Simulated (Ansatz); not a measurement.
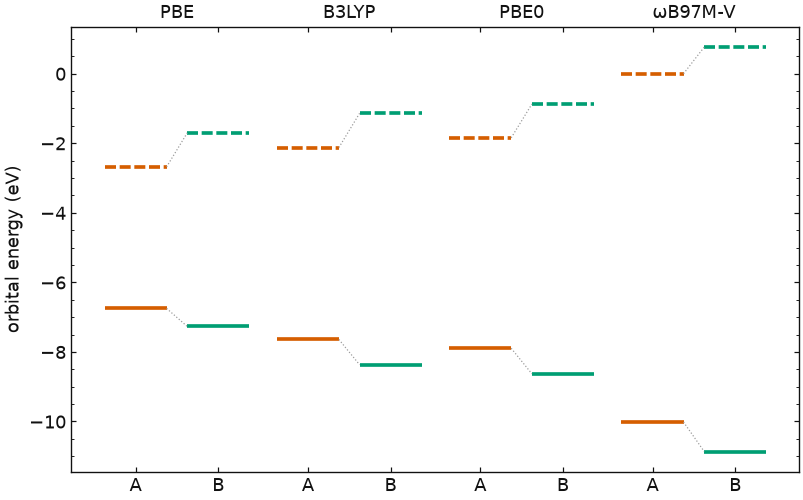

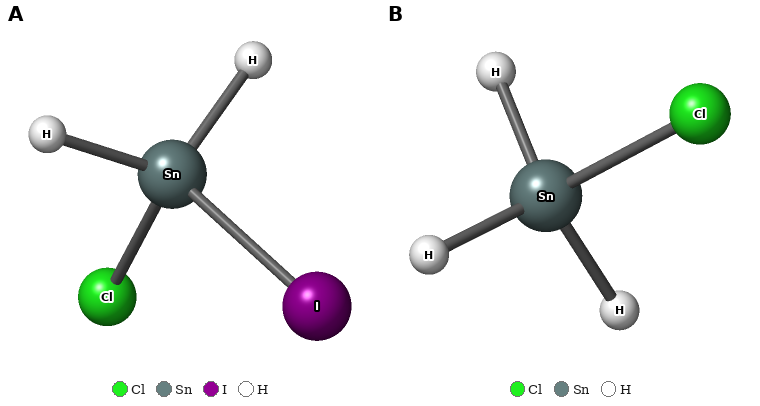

One change: A, SnH₂ICl (SMILES [Cl][SnH2][I]), becomes B, SnH₃Cl (SMILES [Cl][SnH3]). I on Sn is replaced by H. HOMO (solid) and LUMO (dashed) computed in def2-TZVPP at PBE0-D4/def2-TZVP geometries, both minima by their frequencies, gas phase, the Ansatz code 0.2.0. Empty levels above zero depend strongly on the basis.

What does the change do to HOMO and LUMO?

PBE: the HOMO falls by 0.52 eV, the LUMO rises by 0.98 eV, and the separation goes from 4.07 to 5.57 eV. B3LYP: the HOMO falls by 0.73 eV, the LUMO rises by 0.98 eV, and the separation goes from 5.52 to 7.23 eV. PBE0: the HOMO falls by 0.73 eV, the LUMO rises by 0.97 eV, and the separation goes from 6.05 to 7.76 eV. ωB97M-V: the HOMO falls by 0.85 eV, the LUMO rises by 0.77 eV, and the separation goes from 10.02 to 11.63 eV.

Do the functionals agree on the effect?

They agree on the direction for both levels; the HOMO shift lies between −0.85 and −0.52 eV and the LUMO shift between 0.77 and 0.98 eV, while the separations themselves differ by up to 6.1 eV between functionals.

Note: core potentials past krypton; spin-orbit coupling is left out, and with Sn and I it can shift these values.
